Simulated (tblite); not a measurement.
## Molecular dynamics, with input and output: C₅H₁₂Si₂

System: C₅H₁₂Si₂.
Method: GFN2-xTB Langevin dynamics, gas phase (tblite 0.8.0).

It belongs to a series of runs on one base structure; here: constitutional isomer.

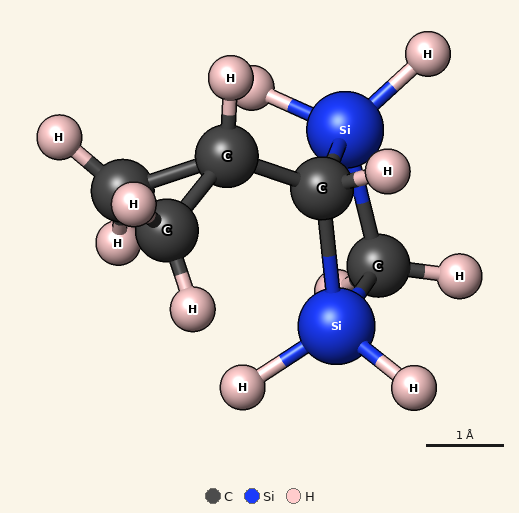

Fig. 1: The starting structure (ball-and-stick view, seen at a tilt).

**Input file**
```
{"job": {"kind": "md", "xc": "GFN2-xTB", "basis": "xTB", "temperature": 300, "steps": 2000, "every": 50}, "charge": 0, "multiplicity": 1}
C     -2.398235    -0.162979    -0.651661
Si    -1.088166     1.218338    -0.421474
C     -0.201282     0.043390     0.823078
C      1.278720    -0.207288     0.729415
C      2.221342     0.848050     0.234113
C      1.951549    -0.370266    -0.597696
Si    -1.381841    -1.418282     0.379020
H     -2.593118    -0.453933    -1.679866
H     -3.362369     0.078945    -0.212539
H     -0.376399     1.537398    -1.661340
H     -1.568071     2.469963     0.172451
H     -0.407672     0.388101     1.841972
H      1.656037    -0.841019     1.527571
H      3.189390     0.946721     0.703074
H      1.797962     1.786067    -0.093021
H      2.735545    -1.106641    -0.696441
H      1.352605    -0.253383    -1.487699
H     -0.732811    -2.456109    -0.423825
H     -2.082989    -2.037823     1.507409
```

The first line tells a small driver script what to run in tblite; the rest is the geometry in Å.

Launch command:
```bash
OMP_NUM_THREADS=1 python <driver script> task.json out
```

**The program's output**
```
t/fs     T/K      E/eV
    0.0   243.7   -550.12600
   25.0   150.2   -549.70156
   50.0   208.5   -549.56159
   75.0   217.8   -549.39350
  100.0   310.7   -549.48061
  125.0   315.5   -549.42268
  150.0   336.5   -549.50624
  175.0   330.8   -549.63441
  200.0   203.9   -549.34577
  225.0   335.4   -549.53720
  250.0   350.1   -549.64640
  275.0   235.7   -549.33563
  300.0   266.9   -549.52969
  325.0   197.9   -549.28248
  350.0   241.4   -549.35332
  375.0   345.4   -549.56549
  400.0   259.9   -549.51618
  425.0   265.4   -549.50774
  450.0   307.5   -549.45275
  475.0   278.7   -549.21179
  500.0   343.7   -549.25121
  525.0   356.4   -549.37014
  550.0   295.7   -549.30209
  575.0   295.4   -549.37057
  600.0   328.9   -549.50131
  625.0   247.6   -549.63456
  650.0   289.7   -549.55761
  675.0   294.3   -549.46825
  700.0   202.8   -549.42123
  725.0   250.4   -549.60983
  750.0   228.1   -549.53154
  775.0   189.3   -549.45390
  800.0   284.0   -549.63598
  825.0   213.6   -549.47656
  850.0   272.0   -549.42967
  875.0   251.2   -549.31712
  900.0   262.0   -549.30065
  925.0   291.9   -549.42696
  950.0   280.1   -549.30389
  975.0   337.6   -549.61916
 1000.0   303.2   -549.47338
```

**Trajectory as extended XYZ (Å, eV, eV/Å), 11 of the 41 frames kept, from step=0 to step=40**
```
19
Properties=species:S:1:pos:R:3:forces:R:3 step=0 time_fs=0.0 energy=-550.12600 temperature=243.7
C    -2.3982   -0.1630   -0.6517    0.0031   0.0024   0.0021
Si   -1.0882    1.2183   -0.4215    0.0000  -0.0007  -0.0022
C    -0.2013    0.0434    0.8231    0.0007  -0.0073  -0.0004
C     1.2787   -0.2073    0.7294    0.0013   0.0013   0.0020
C     2.2213    0.8480    0.2341    0.0007   0.0011   0.0002
C     1.9515   -0.3703   -0.5977    0.0004   0.0012   0.0002
Si   -1.3818   -1.4183    0.3790    0.0034  -0.0078  -0.0013
H    -2.5931   -0.4539   -1.6799   -0.0004   0.0001  -0.0004
H    -3.3624    0.0789   -0.2125   -0.0052   0.0011  -0.0026
H    -0.3764    1.5374   -1.6613    0.0005   0.0005  -0.0010
H    -1.5681    2.4700    0.1725   -0.0041   0.0052   0.0004
H    -0.4077    0.3881    1.8420    0.0032   0.0008  -0.0014
H     1.6560   -0.8410    1.5276   -0.0015   0.0015   0.0002
H     3.1894    0.9467    0.7031    0.0005   0.0022  -0.0016
H     1.7980    1.7861   -0.0930    0.0020  -0.0008   0.0041
H     2.7355   -1.1066   -0.6964   -0.0036  -0.0006  -0.0004
H     1.3526   -0.2534   -1.4877   -0.0002  -0.0028   0.0015
H    -0.7328   -2.4561   -0.4238   -0.0041   0.0012  -0.0008
H    -2.0830   -2.0378    1.5074    0.0032   0.0015   0.0015
19
Properties=species:S:1:pos:R:3:forces:R:3 step=4 time_fs=100.0 energy=-549.48061 temperature=310.7
C    -2.5282   -0.2940   -0.4816   -0.8406  -0.1493  -0.0237
Si   -1.2386    1.0608   -0.4063    1.3898   0.9480   0.6627
C    -0.2725   -0.0725    0.9093    1.2401   1.3568  -0.2600
C     1.2758   -0.1644    0.7423   -1.6639   0.1270   1.3411
C     2.1077    0.9489    0.1151   -0.1538  -1.3583   0.7540
C     1.7991   -0.3830   -0.5947    0.3885   0.9033  -0.7755
Si   -1.4332   -1.5257    0.5476   -0.2424  -0.6705  -0.3063
H    -2.8733   -0.5481   -1.4943    0.2436  -0.2418   0.4002
H    -3.4382    0.0032    0.0488    0.1011  -0.0485  -0.0082
H    -0.3414    1.3801   -1.5524   -0.4739  -0.2444   0.0813
H    -1.5493    2.4343    0.0972   -0.1494  -0.4365  -0.0526
H    -0.3271    0.2976    1.9439   -0.6403   0.0021  -0.2029
H     1.6391   -0.6594    1.6519    0.4614  -0.0551  -0.6081
H     3.1246    1.0152    0.5193   -0.3412  -0.0827  -0.2409
H     1.6993    1.9332   -0.0137   -0.4011  -0.1906  -0.6165
H     2.6759   -0.9912   -0.6817    0.1450  -0.3516  -0.3836
H     1.0627   -0.4525   -1.4115    0.7067   0.1487   0.4538
H    -1.0528   -2.5176   -0.4586    0.3184  -0.1021  -0.0550
H    -1.8735   -2.3755    1.6862   -0.0881   0.4454  -0.1598
19
Properties=species:S:1:pos:R:3:forces:R:3 step=8 time_fs=200.0 energy=-549.34577 temperature=203.9
C    -2.5362   -0.8256   -0.4754    0.3261   0.8084   0.6116
Si   -1.3037    0.6999   -0.3926   -0.7884  -1.3080   0.4684
C    -0.1919   -0.2645    0.8068    1.4220  -0.9651  -0.7185
C     1.3321   -0.4499    0.5068   -1.0130  -0.4738   0.4481
C     2.1495    0.6035   -0.2581    0.8780  -1.3008   1.9435
C     1.7994   -0.7293   -0.8562    0.8429  -0.7763  -1.4812
Si   -1.3587   -1.8628    0.6874    0.4147   0.1577  -0.9847
H    -2.8461   -1.0139   -1.5150    0.2704  -0.5071   0.6708
H    -3.4481   -0.6656    0.1181    0.1310   0.1587  -0.4374
H    -0.8042    0.9155   -1.6868    0.5128   0.3894  -1.2279
H    -1.7849    1.8730    0.2551   -0.3459   0.8177   0.2388
H    -0.1955    0.2679    1.7298   -0.2866   0.0476   1.0518
H     1.8792   -1.1382    1.2043   -0.6803   1.1292  -0.0629
H     3.1781    0.8541    0.1925   -1.5893  -0.4706  -1.1548
H     1.5531    1.4104   -0.5657   -0.2489   0.9755  -0.3472
H     2.6081   -1.4667   -0.8759   -0.1160   0.2497  -0.2821
H     1.1514   -0.8650   -1.7470    0.3395   0.5676   0.8296
H    -0.7484   -3.0138   -0.1007   -0.2726   0.5894   0.6603
H    -2.0251   -2.1930    1.9633    0.2037  -0.0894  -0.2262
19
Properties=species:S:1:pos:R:3:forces:R:3 step=12 time_fs=300.0 energy=-549.52969 temperature=266.9
C    -2.2932   -1.0511   -0.5966   -1.1623   0.6709   1.6553
Si   -1.3291    0.5724   -0.2046    0.2828   0.4668  -1.9386
C    -0.2119   -0.3924    0.9497   -0.4900  -0.2610   0.7306
C     1.2195   -0.6292    0.6813    2.2193  -1.0009  -0.1009
C     2.2691    0.3920    0.2740   -0.5131   0.8217   0.6049
C     1.8161   -0.6408   -0.6927   -0.9658   0.5230  -0.4352
Si   -1.3601   -2.0177    0.7349    0.9362   0.5210   0.6660
H    -2.2344   -1.4551   -1.5620    0.1440  -0.3337  -1.2119
H    -3.3725   -0.9624   -0.3486    0.5193  -0.0425  -0.2737
H    -0.5963    1.0832   -1.4076   -0.2506  -0.1105   0.2260
H    -2.1194    1.7371    0.1663   -0.1428  -0.0269   0.3731
H    -0.2327    0.1394    1.9079   -0.2272  -0.5076   0.3751
H     1.7090   -1.3835    1.3234   -0.6671   0.1492   0.0335
H     3.2757    0.2523    0.7336   -0.9704   0.3998  -0.5748
H     1.9044    1.4206    0.1611    0.4681  -0.4045   0.0360
H     2.5663   -1.2777   -1.0429    0.8159  -1.3553  -0.0079
H     1.1176   -0.4488   -1.4989    0.1198   0.5760   0.0732
H    -0.6733   -3.2189    0.3089    0.2468  -0.2112  -0.2977
H    -1.8862   -2.4164    2.0385   -0.3628   0.1256   0.0669
19
Properties=species:S:1:pos:R:3:forces:R:3 step=16 time_fs=400.0 energy=-549.51618 temperature=259.9
C    -2.1488   -0.9912   -0.6241   -0.1668  -0.2713   0.9243
Si   -1.1323    0.5393    0.0355    0.1121   0.4266  -1.1357
C    -0.0777   -0.6378    1.0813    0.4162  -0.4130  -0.5931
C     1.4079   -0.7441    0.7529    0.2166  -0.3226  -0.4988
C     2.2157    0.4304    0.2319   -0.6094   0.1907  -0.6295
C     1.8842   -0.7369   -0.6739    0.1896   0.5869   0.1722
Si   -1.3444   -2.1059    0.7613    1.2082   0.2553  -0.9726
H    -2.0506   -1.5372   -1.5586    0.4200   0.6619  -0.2632
H    -3.2234   -0.7966   -0.5436    0.1418  -0.1196   0.1567
H    -0.2872    1.3869   -0.9123   -0.8027  -0.3724   0.4486
H    -2.0176    1.3754    0.8958    0.2613  -0.1638  -0.3380
H    -0.0796   -0.3310    2.0915   -0.2218   0.2920   1.3497
H     1.9896   -1.4504    1.3739   -0.4678   0.5356  -0.0067
H     3.2278    0.4985    0.5295    0.8178  -0.0205   0.4840
H     1.8456    1.4492   -0.0428   -0.1588  -1.1991   0.5609
H     2.7110   -1.3586   -1.0442   -0.6825   0.1960   0.2607
H     1.1083   -0.4659   -1.3641    0.0248  -0.4012  -0.5187
H    -0.5265   -3.2369    0.2168   -0.4475   0.2366   0.1820
H    -2.2017   -2.5350    1.8306   -0.2510  -0.0982   0.4174
19
Properties=species:S:1:pos:R:3:forces:R:3 step=20 time_fs=500.0 energy=-549.25121 temperature=343.7
C    -2.1581   -0.7200   -0.5644    1.3566   0.5558   2.6928
Si   -1.1602    0.8184    0.3413   -0.2788  -0.7757  -0.8772
C    -0.0205   -0.5224    1.2155    0.8696   0.6316  -0.2076
C     1.4811   -0.5186    0.8471    0.3576   0.1335   0.7458
C     2.3642    0.6556    0.3684   -1.0774   0.9541   0.8091
C     1.9234   -0.3401   -0.5762    0.1668  -3.1708  -1.9689
Si   -0.9834   -1.9832    0.4437   -1.4472  -0.2073  -0.8048
H    -2.1912   -0.6578   -1.6213    0.0473  -0.1750  -0.6833
H    -3.1538   -0.8902   -0.1552   -0.0293   0.4118  -0.3279
H    -0.6522    1.8506   -0.6626   -0.1652  -0.6845   0.5832
H    -1.7636    1.5658    1.4388   -0.2580   0.1322  -0.0026
H    -0.1066   -0.5117    2.3251    0.0749   0.1645  -0.6272
H     2.0382   -1.2319    1.5304   -0.4736   0.6451  -1.1057
H     3.3912    0.6581    0.5951    1.0393  -0.2739   0.6181
H     2.0383    1.6870    0.2797   -0.5413  -0.2014   0.1109
H     2.6886   -1.1148   -0.9672   -1.0945   1.3249   0.5042
H     1.1529   -0.1598   -1.3479    0.4881   0.0917   0.6602
H    -0.3207   -2.8571   -0.5465    0.0668   0.0223   0.4221
H    -1.9427   -2.7495    1.3860    0.8986   0.4211  -0.5413
19
Properties=species:S:1:pos:R:3:forces:R:3 step=24 time_fs=600.0 energy=-549.50131 temperature=328.9
C    -2.0233   -0.3815   -0.3790    0.0103   0.6361   1.2082
Si   -0.9628    1.0427    0.4118    0.5050  -1.2001   0.8273
C     0.2120   -0.4072    1.2136   -1.2636   1.0529   0.2101
C     1.6957   -0.3540    1.0212   -0.1124   0.9490  -0.6147
C     2.4917    0.9264    0.7142   -1.4721  -0.4900  -0.6637
C     2.2311   -0.0916   -0.3476   -0.6156  -0.7354  -1.6534
Si   -0.9042   -1.7283    0.3152    1.4778   0.5242  -0.4020
H    -2.0082   -0.1911   -1.4243   -0.1227  -0.3838  -0.8298
H    -3.0426   -0.5423   -0.0650   -0.3316   0.3759   0.0280
H    -0.4406    1.8128   -0.6805    0.3196   0.3681  -0.4800
H    -1.3803    2.0179    1.4162   -0.2466  -0.0625   0.0760
H     0.0074   -0.3996    2.3084    0.0660  -0.0813  -0.4830
H     2.2663   -1.0268    1.6359    0.0283  -0.3696   0.1232
H     3.4540    0.9197    1.1322    0.9713   0.4027   0.4117
H     1.9983    1.8932    0.5486    0.2713  -0.5539   0.4543
H     2.9739   -0.7801   -0.8017   -0.2546   0.7886   0.5584
H     1.4493    0.1810   -1.1241    1.0070  -0.3065   1.0217
H    -0.1923   -2.3434   -0.7700    0.4762  -0.2056  -0.7005
H    -1.2399   -2.8938    1.0385   -0.7136  -0.7090   0.9082
19
Properties=species:S:1:pos:R:3:forces:R:3 step=28 time_fs=700.0 energy=-549.42123 temperature=202.8
C    -1.8772   -0.2227   -0.3572    0.4115   0.1070   0.9247
Si   -0.7961    1.2355    0.2563    0.2117  -0.1241  -0.0708
C     0.1992   -0.0712    1.2754    0.8293   0.1582  -0.3939
C     1.7114   -0.1517    1.0791   -1.1080   1.2832   0.4394
C     2.4873    1.1514    1.0991    1.4560  -0.3759   1.4325
C     2.2681    0.4339   -0.1577    2.4423  -1.6588  -1.0684
Si   -0.7786   -1.5121    0.5329   -0.0354  -0.8606   0.1173
H    -1.9549   -0.2924   -1.4085   -0.1918  -0.1581  -0.9412
H    -2.8604   -0.1565    0.0658   -0.5240  -0.0873  -0.0064
H    -0.1849    1.9175   -0.8964   -0.0038  -0.0190   0.1201
H    -1.4492    2.2813    1.0227   -0.1378   0.1092   0.2213
H    -0.0360   -0.0437    2.3325    0.1941   0.3802   0.3284
H     2.1698   -1.0018    1.5509    0.1653  -0.2077  -0.0903
H     3.5092    1.1091    1.6007   -1.3436   0.2385  -0.8418
H     1.9692    2.0726    1.2257   -0.2555   0.3767   0.3092
H     3.1677   -0.0504   -0.6166   -0.6917   0.2182   0.4726
H     1.6750    0.8196   -0.9293   -0.8553   0.4729  -0.5361
H     0.1621   -2.2602   -0.4767   -0.9902   0.3150   0.9612
H    -1.4773   -2.0240    1.8571    0.4268  -0.1679  -1.3777
19
Properties=species:S:1:pos:R:3:forces:R:3 step=32 time_fs=800.0 energy=-549.63598 temperature=284.0
C    -2.0480   -0.1919   -0.4144    0.7956   0.1927  -0.1262
Si   -0.9671    1.3004    0.1128   -0.7324   0.2188   0.2195
C     0.1631    0.0500    1.0162   -0.0461   0.4915   1.5067
C     1.6462    0.0199    1.0041    0.1701  -0.2764  -1.1181
C     2.4063    1.2420    1.2981    0.0607   1.0842   0.7932
C     2.4893    0.6607   -0.0569    0.0164   0.3604  -1.0906
Si   -0.8023   -1.4135    0.3640   -0.5853  -0.0586  -0.8083
H    -2.1921   -0.2504   -1.4704    0.2145  -0.1817  -0.7933
H    -3.0431   -0.1695   -0.0498   -0.7379  -0.2057   0.7337
H    -0.3861    1.8600   -1.0818    0.2470   0.3959  -0.2488
H    -1.8648    2.2519    0.8530    0.6535  -0.2210  -0.1571
H    -0.0399    0.1126    2.1208   -0.2592   0.0467  -0.6356
H     2.0822   -0.9244    1.2971   -0.0820  -0.1037   0.4962
H     3.1728    1.2112    2.0451    0.5596   0.0225  -0.0731
H     1.8413    2.1696    1.3145   -0.0467  -0.1042   0.3132
H     3.3986    0.1800   -0.3857   -0.0389  -0.1047   0.0213
H     2.0149    1.2658   -0.8428    0.2107  -0.4714   0.3333
H    -0.0621   -2.3698   -0.4141    0.2069  -0.2199  -0.4071
H    -1.4180   -2.0568    1.4530   -0.6067  -0.8654   1.0411
19
Properties=species:S:1:pos:R:3:forces:R:3 step=36 time_fs=900.0 energy=-549.30065 temperature=262.0
C    -2.0545    0.0087   -0.4213   -0.6600  -1.2722  -0.2525
Si   -0.9560    1.4700   -0.0795    0.8160   0.4230  -0.8497
C     0.1007    0.1984    0.8918    0.4644  -0.2845   1.5108
C     1.5737   -0.0076    0.7168    0.4138  -0.0008   0.6400
C     2.4797    1.0638    1.2052   -0.6559   0.4775  -1.4325
C     2.3795    0.7552   -0.2797   -0.9484   1.0044   1.3674
Si   -0.9286   -1.3326    0.3632   -0.4087  -0.5176   0.0945
H    -2.2997   -0.2551   -1.4557   -0.4718   0.4100   0.4421
H    -2.9152    0.1202    0.2245   -0.6517  -0.2161  -0.4899
H    -0.4995    2.0053   -1.3822    0.1556   0.0130   0.2915
H    -1.5605    2.5612    0.6647    0.0040   0.1571   0.2403
H    -0.0124    0.4668    1.9804   -0.1390  -0.4228  -0.6206
H     2.0453   -0.9531    1.0641   -1.0094   0.1180  -0.7789
H     3.3512    0.7573    1.6566    1.7458  -0.4099   1.0819
H     2.1047    1.9870    1.5370   -0.5144   0.9106   0.3684
H     3.2168    0.2751   -0.6108    1.8517  -1.0858  -1.2944
H     2.0027    1.5452   -0.9078   -0.3869  -0.3141  -0.0325
H    -0.1977   -2.1872   -0.5737    0.1529   0.1497  -0.2020
H    -1.5642   -2.4350    1.1998    0.2421   0.8603  -0.0841
19
Properties=species:S:1:pos:R:3:forces:R:3 step=40 time_fs=1000.0 energy=-549.47338 temperature=303.2
C    -1.9440    0.3175   -0.5015   -2.0564  -0.3057   0.0292
Si   -0.5579    1.5390   -0.0230   -1.0530  -0.3842   0.1680
C     0.1566   -0.0089    0.9300   -0.0479   1.2512   0.2865
C     1.6135   -0.2022    0.8512    1.5522  -0.7116   0.8539
C     2.5102    1.0201    0.8010    0.5885  -1.4779   0.7718
C     2.4045    0.1035   -0.3675   -0.3511   1.0152  -1.0588
Si   -0.9554   -1.2480    0.0711   -1.0487  -0.3565  -1.5167
H    -2.4716    0.3739   -1.5056    0.9393  -0.1089   1.0232
H    -2.8215    0.3752    0.2131    0.8427   0.2414  -0.6017
H     0.0430    1.8946   -1.2870    0.3448   0.3674  -0.1223
H    -1.0508    2.6650    0.8363    0.4357  -0.3309  -0.3506
H    -0.1772    0.2348    1.9584    0.3607  -0.6400  -0.1206
H     2.0698   -1.1009    1.3821   -0.8092   1.0909  -0.2639
H     3.3999    1.0483    1.4104    0.1924  -0.1384  -0.0552
H     2.0475    1.9479    0.7398   -0.7824   1.3573  -0.1085
H     3.2669   -0.4843   -0.5733    0.2989  -0.4383  -0.2919
H     1.9293    0.5586   -1.2562    0.2558  -0.6356   0.5334
H    -0.4690   -1.8214   -1.2767   -0.0917   0.0948   1.1811
H    -1.7587   -2.1454    0.9540    0.4295   0.1097  -0.3569
```

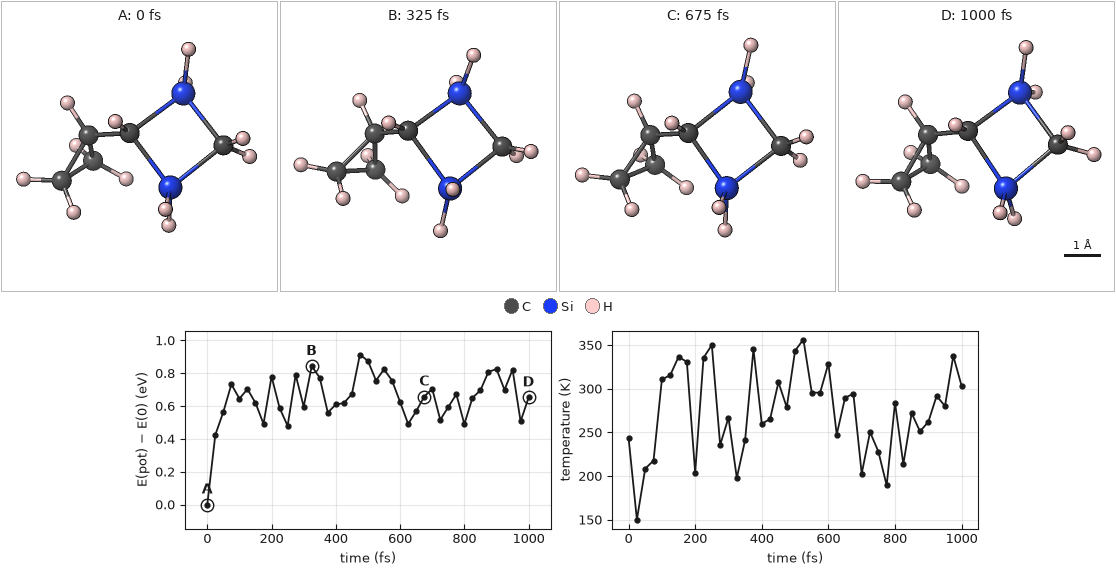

Fig. 2: Frames of the molecular dynamics (ball-and-stick, seen at a tilt) above the curves, on which the letters mark them. The trajectory kept here has 41 frames over 1000 fs. The temperature starts at 244 K, ranges from 150 to 356 K and averages 277 K over the second half. The potential energy ends 0.653 eV above its first value. After an unweighted best fit of the last frame on the first, the root-mean-square displacement is 0.22 Å, and H10 has moved furthest (0.44 Å).

**Summary**

```json
{"quantity": "outcome", "value": "finished"}
{"quantity": "mean temperature over the second half", "value": "277 K"}
{"quantity": "trajectory", "value": "41 frames kept, 1000 fs"}
{"quantity": "hardware", "value": "1 CPU thread, shared host"}
{"quantity": "wall time", "value": "18 s"}
{"quantity": "peak memory", "value": "0.18 GiB"}
```
